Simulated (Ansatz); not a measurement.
**TaN, pressure series**

Take TaN in the rock salt structure (space group Fm-3m, No. 225; a = 4.417 Å) as the base.

Cell and atoms are relaxed at each pressure.

All numbers come from PBE (Ansatz, a program for electronic structure), no spin-orbit coupling.

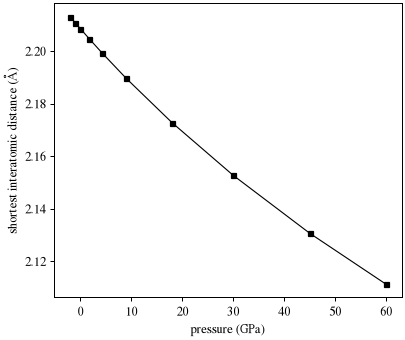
*Shortest interatomic distance against pressure*

### Question
From the plot, what is the shortest interatomic distance for pressure 18 GPa?

### Answer
About 2.173 Å.

### Question
Is the trend monotonic over the range shown?

### Answer
Yes, it falls throughout, spanning 2.111 Å to 2.213 Å.

Load acts through the strain it causes; cell and atoms are relaxed under it. Whether these cells are dynamically stable was not tested. No other phases were tried under pressure. All final runs are without spin polarisation. This is not the structure that TaN has at room temperature and ambient pressure.
